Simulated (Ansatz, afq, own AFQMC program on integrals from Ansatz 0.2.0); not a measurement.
**BSiH₄ (doublet): AFQMC on the coupled-cluster ladder at twist about Si1–B2 = 43.5°, 6-31G**

How near does AFQMC come to the top of the ladder for BSiH₄ (doublet)?

Method: 6-31G, frozen cores; program: Ansatz 0.2.0, Gaussian basis, and an in-house AFQMC program (afq) on its integrals; all values are calculated.

The runs, in order: PBE (unrestricted); r2SCAN (unrestricted); PBE0 (unrestricted); B3LYP (unrestricted); wB97M-V (unrestricted); B2PLYP (unrestricted); CCSD(T) on UHF; CCSDT(Q) on UHF; Phaseless AFQMC, CISD trial on UHF; Phaseless AFQMC, single-determinant trial on UHF; Free-projection AFQMC, CISD trial on UHF; Free-projection AFQMC, first-order trial on UHF.

2 further runs of the same task are left out: 2 that didn't finish.

**1. The geometry**

The geometry derives from a PBE0/def2-TZVP stationary point (not a proven minimum). One half is turned about the bond named; the halves are rigid.

6 atoms, charge 0, spin multiplicity 2.

Atoms are counted from 1 here; the program's logs count them from 0.

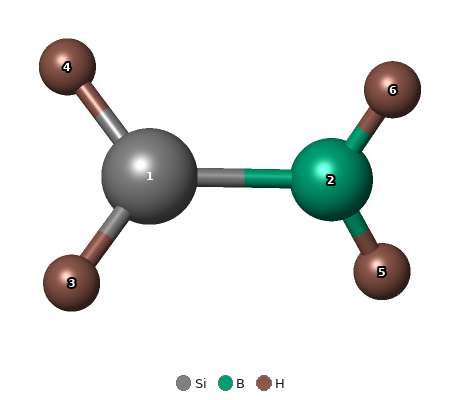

The structure; silicon grey, boron teal, hydrogen brown; atoms are numbered from 1 in the order of the file.

**2. PBE (unrestricted)**

The input, in.yaml:

```yaml
crystal:
  periodic: [false, false, false]
  atoms:
    - {symbol: Si, position_ang: [0.000000, 0.000000, 0.562441]}
    - {symbol: B, position_ang: [0.000000, 0.000000, -1.359948]}
    - {symbol: H, position_ang: [0.000000, 1.218724, 1.409347]}
    - {symbol: H, position_ang: [0.000000, -1.218724, 1.409347]}
    - {symbol: H, position_ang: [0.713848, 0.752239, -1.952056]}
    - {symbol: H, position_ang: [-0.713848, -0.752239, -1.952056]}
basis:
  gaussian: {orbitals: 6-31G}
magnetization: {spin_polarized: true, initial_magnetization: 1}
hamiltonian: {xc: {name: PBE}}
output: {orbitals: {seedname: orbitals}}
```

Launch:

```sh
$ ansatz run in.yaml --threads 1 --pin off --events-out ev --progress --plain --max-ram 1382MiB
```

Output:

```text
Functional definition: PBE
  name "PBE"
  cite "Perdew, Burke & Ernzerhof, Phys. Rev. Lett. 77, 3865 (1996) doi:10.1103/PhysRevLett.77.3865"
  parent pbe
  parameter kappa = 0.804
  parameter beta = 0.06672455060314922
  exchange = pbe_x(kappa = kappa, mu = beta*pi^2/3)
  correlation = pbe_c(beta = beta)
394 factors; integrals over basis functions are off by at most 2.1e-4 eV
mean field evaluation 1: about -8607.2847 eV, gradient 1.8e1 eV
mean field evaluation 2: about -8601.8525 eV, gradient 2.8e1 eV
mean field evaluation 4: about -8609.9075 eV, gradient 1.7e0 eV
mean field evaluation 8: about -8609.9213 eV, gradient 4.2e-2 eV
mean field -8609.92129559 eV, -316.4087715987 hartree, gradient 3.3e-5 eV, S^2 0.752343; 0 other end points of the search recorded, 0 dependent functions left out
reference -8609.92132846 eV, -316.4087728066 hartree; 12, 11 occupied and 18, 19 virtual orbitals, 394 factors
Total energy: -8609.92132846 eV, -316.4087728066 hartree
```

Run time: 3.3 s. Hardware: 1 thread of AMD EPYC (Zen 3), shared host.

From the report: ⟨S²⟩ of the determinant 0.752 (pure doublet: 0.75).

**3. r2SCAN (unrestricted)**

in.yaml: that of step 2 with these lines changed.

```diff
@@ -12,3 +12,2 @@
 magnetization: {spin_polarized: true, initial_magnetization: 1}
-hamiltonian: {xc: {name: PBE}}
-output: {orbitals: {seedname: orbitals}}
+hamiltonian: {xc: {name: r2SCAN}}
```

Launched as before.

Output:

```text
Functional definition: r2SCAN
  name "r2SCAN"
  cite "Furness, Kaplan, Ning, Perdew & Sun, J. Phys. Chem. Lett. 11, 8208 (2020) doi:10.1021/acs.jpclett.0c02405"
  cite "Furness, Kaplan, Ning, Perdew & Sun, J. Phys. Chem. Lett. 11, 9248 (2020) doi:10.1021/acs.jpclett.0c03077"
  parent r2scan
  parameter k0 = 0.174
  parameter k1 = 0.065
  parameter a1 = 4.9479
  exchange = r2scan_x(k0 = k0, k1 = k1, a1 = a1)
  correlation = r2scan_c
394 factors; integrals over basis functions are off by at most 2.1e-4 eV
mean field evaluation 1: about -8612.1524 eV, gradient 1.5e1 eV
mean field evaluation 2: about -8610.5233 eV, gradient 2.0e1 eV
mean field evaluation 4: about -8614.0824 eV, gradient 8.5e-1 eV
mean field evaluation 8: about -8614.0783 eV, gradient 1.5e-2 eV
mean field evaluation 16: about -8614.0783 eV, gradient 2.3e-5 eV
mean field -8614.07825904 eV, -316.5615371876 hartree, gradient 2.3e-5 eV, S^2 0.755081; 0 other end points of the search recorded, 0 dependent functions left out
reference -8614.07826971 eV, -316.5615375798 hartree; 12, 11 occupied and 18, 19 virtual orbitals, 394 factors
Total energy: -8614.07826971 eV, -316.5615375798 hartree
```

It took 4 s on 1 thread of AMD EPYC (Zen 3), shared host.

From the report: ⟨S²⟩ of the determinant 0.755 (pure doublet: 0.75).

**4. PBE0 (unrestricted)**

in.yaml: that of step 3 with these lines changed.

```diff
@@ -12,2 +12,3 @@
 magnetization: {spin_polarized: true, initial_magnetization: 1}
-hamiltonian: {xc: {name: r2SCAN}}
+hamiltonian: {xc: {name: PBE0}}
+output: {orbitals: {seedname: orbitals}}
```

The command is unchanged.

Output:

```text
Functional definition: PBE0
  name "PBE0"
  cite "Adamo & Barone, J. Chem. Phys. 110, 6158 (1999) doi:10.1063/1.478522"
  cite "Perdew, Burke & Ernzerhof, Phys. Rev. Lett. 77, 3865 (1996) doi:10.1103/PhysRevLett.77.3865"
  parent pbe
  parameter a = 0.25
  parameter kappa = 0.804
  parameter beta = 0.06672455060314922
  exchange = (1 - a)*pbe_x(kappa = kappa, mu = beta*pi^2/3) + a*exact_x
  correlation = pbe_c(beta = beta)
394 factors; integrals over basis functions are off by at most 2.1e-4 eV
mean field evaluation 1: about -8609.5504 eV, gradient 1.2e1 eV
mean field evaluation 2: about -8609.4935 eV, gradient 1.3e1 eV
mean field evaluation 4: about -8610.8265 eV, gradient 5.7e-1 eV
mean field evaluation 8: about -8610.9239 eV, gradient 1.5e-1 eV
mean field evaluation 16: about -8610.9244 eV, gradient 4.9e-5 eV
mean field -8610.92440943 eV, -316.4456353522 hartree, gradient 4.9e-5 eV, S^2 0.753434; 0 other end points of the search recorded, 0 dependent functions left out
reference -8610.92443428 eV, -316.4456362654 hartree; 12, 11 occupied and 18, 19 virtual orbitals, 394 factors
Total energy: -8610.92443428 eV, -316.4456362654 hartree
```

It took 2.8 s on 1 thread of AMD EPYC (Zen 3), shared host.

From the report: ⟨S²⟩ of the determinant 0.753 (pure doublet: 0.75).

**5. B3LYP (unrestricted)**

in.yaml: that of step 4 with these lines changed.

```diff
@@ -12,3 +12,2 @@
 magnetization: {spin_polarized: true, initial_magnetization: 1}
-hamiltonian: {xc: {name: PBE0}}
-output: {orbitals: {seedname: orbitals}}
+hamiltonian: {xc: {name: B3LYP}}
```

Launched as before.

Output (excerpt; [...] marks lines left out):

```text
Functional definition: B3LYP
  name "B3LYP"
  cite "Stephens, Devlin, Chabalowski & Frisch, J. Phys. Chem. 98, 11623 (1994) doi:10.1021/j100096a001"
  cite "Becke, Phys. Rev. A 38, 3098 (1988) doi:10.1103/PhysRevA.38.3098"
  cite "Lee, Yang & Parr, Phys. Rev. B 37, 785 (1988) doi:10.1103/PhysRevB.37.785"
  cite "Vosko, Wilk & Nusair, Can. J. Phys. 58, 1200 (1980) doi:10.1139/p80-159"
[...]
394 factors; integrals over basis functions are off by at most 2.1e-4 eV
[...]
mean field -8616.18540918 eV, -316.6389735272 hartree, gradient 3.9e-5 eV, S^2 0.752231; 0 other end points of the search recorded, 0 dependent functions left out
reference -8616.18562471 eV, -316.6389814477 hartree; 12, 11 occupied and 18, 19 virtual orbitals, 394 factors
Total energy: -8616.18562471 eV, -316.6389814477 hartree
```

It took 2.6 s on 1 thread of AMD EPYC (Zen 3), shared host.

From the report: ⟨S²⟩ of the determinant 0.752 (pure doublet: 0.75).

**6. wB97M-V (unrestricted)**

in.yaml: that of step 5 with these lines changed.

```diff
@@ -12,2 +12,3 @@
 magnetization: {spin_polarized: true, initial_magnetization: 1}
-hamiltonian: {xc: {name: B3LYP}}
+hamiltonian: {xc: {name: wB97M-V}}
+output: {orbitals: {seedname: orbitals}}
```

Same command.

Output (excerpt; [...] marks lines left out):

```text
Functional definition: wB97M-V
  name "wB97M-V"
  cite "Mardirossian & Head-Gordon, J. Chem. Phys. 144, 214110 (2016) doi:10.1063/1.4952647"
  cite "Becke, J. Chem. Phys. 107, 8554 (1997) doi:10.1063/1.475007"
  cite "Vydrov & Van Voorhis, J. Chem. Phys. 133, 244103 (2010) doi:10.1063/1.3521275"
  # Of w^i u^j: cxij and so on, Table III.
[...]
  gx(w, u) = 1 - cx + cx01*u + cx10*w
  gss(w, u) = css00 + css04*u^4 + css10*w + css20*w^2 + css43*w^4*u^3
  gos(w, u) = cos00 + cos10*w + (cos20 + cos21*u)*w^2 + (cos60 + cos61*u)*w^6
[...]
      + integral(e_c_pw_mod_opposite_spin*gos(b97_w_opposite, b97_u_opposite)) + vv10(b, c)
394 factors; integrals over basis functions are off by at most 2.1e-4 eV
155 factors; integrals over basis functions are off by at most 3.8e-6 eV
[...]
mean field -8613.91311450 eV, -316.5554682378 hartree, gradient 4.4e-5 eV, S^2 0.751781; 0 other end points of the search recorded, 0 dependent functions left out
reference -8613.91314920 eV, -316.5554695132 hartree; 12, 11 occupied and 18, 19 virtual orbitals, 394 factors
Total energy: -8613.91314920 eV, -316.5554695132 hartree
```

It took 10 s on 1 thread of AMD EPYC (Zen 3), shared host.

From the report: ⟨S²⟩ of the determinant 0.752 (pure doublet: 0.75).

**7. B2PLYP (unrestricted)**

in.yaml: that of step 6 with these lines changed.

```diff
@@ -12,3 +12,3 @@
 magnetization: {spin_polarized: true, initial_magnetization: 1}
-hamiltonian: {xc: {name: wB97M-V}}
-output: {orbitals: {seedname: orbitals}}
+hamiltonian: {xc: {name: B2PLYP}}
+correlation: {electrons: outside_noble_gas}
```

Same command.

Output (excerpt; [...] marks lines left out):

```text
Functional definition: B2PLYP
  name "B2PLYP"
  cite "Grimme, J. Chem. Phys. 124, 034108 (2006) doi:10.1063/1.2148954"
  cite "Becke, Phys. Rev. A 38, 3098 (1988) doi:10.1103/PhysRevA.38.3098"
  cite "Lee, Yang & Parr, Phys. Rev. B 37, 785 (1988) doi:10.1103/PhysRevB.37.785"
[...]
394 factors; integrals over basis functions are off by at most 2.1e-4 eV
[...]
mean field -8608.98896225 eV, -316.3745089805 hartree, gradient 2.7e-6 eV, S^2 0.754436; 0 other end points of the search recorded, 0 dependent functions left out
6 core orbitals not correlated: weight in the atoms' cores, before any rotation towards them, 1.000 or more for the frozen orbitals, at most 0.000 for the correlated occupied ones
reference -8608.98910021 eV, -316.3745140504 hartree; 6, 5 occupied and 18, 19 virtual orbitals, 394 factors
second order -3.44972694 eV of doubles, -0.00000000 eV of singles
Total energy: -8609.92052649 eV, -316.4087433346 hartree
```

Wall time 3.2 s (1 thread of AMD EPYC (Zen 3), shared host).

From the report: ⟨S²⟩ of the determinant 0.754 (pure doublet: 0.75).

**8. CCSD(T) on UHF**

in.yaml: that of step 7 with these lines changed.

```diff
@@ -12,3 +12,2 @@
 magnetization: {spin_polarized: true, initial_magnetization: 1}
-hamiltonian: {xc: {name: B2PLYP}}
-correlation: {electrons: outside_noble_gas}
+correlation: {method: ccsd_t, electrons: outside_noble_gas, hamiltonian_folder: ham}
```

Launched as before.

Output (excerpt; [...] marks lines left out):

```text
Functional definition: HF
  name "HF"
  cite "Fock, Z. Phys. 61, 126 (1930) doi:10.1007/BF01340294"
  parent pbe
[...]
394 factors; integrals over basis functions are off by at most 2.1e-4 eV
[...]
mean field -8593.45409633 eV, -315.8036131878 hartree, gradient 1.3e-6 eV, S^2 0.761862; 2 other end points of the search recorded, 0 dependent functions left out
determinant -8593.45409633 eV, -315.8036131878 hartree, with singles and doubles -8596.96443174 eV, -315.9326156345 hartree
determinant -8590.24569857 eV, -315.6857067449 hartree, with singles and doubles -8594.04339576 eV, -315.8252695425 hartree
6 core orbitals not correlated: weight in the atoms' cores, before any rotation towards them, 1.000 or more for the frozen orbitals, at most 0.000 for the correlated occupied ones
reference -8593.45409633 eV, -315.8036131878 hartree; 6, 5 occupied and 18, 19 virtual orbitals, 394 factors
second order -2.66495484 eV of doubles, -0.00000000 eV of singles
cycle   1  -3.51018334 eV  change    1.5e-4 eV  update   1.0e-3
[...]
cycle   7  -3.51014938 eV  change   -7.8e-6 eV  update   5.1e-6
perturbative correction -0.06855831 eV, -0.0025194714 hartree
Total energy: -8597.03280402 eV, -315.9351282698 hartree
```

Run time: 3.9 s. Hardware: 1 thread of AMD EPYC (Zen 3), shared host.

From the report: ⟨S²⟩ of the determinant 0.762 (pure doublet: 0.75); correlation -3.5787 eV; T1 0.022; largest double amplitude 0.04.

This run also writes the integrals to the folder ham.

(Part 1 of 2 ends here.)
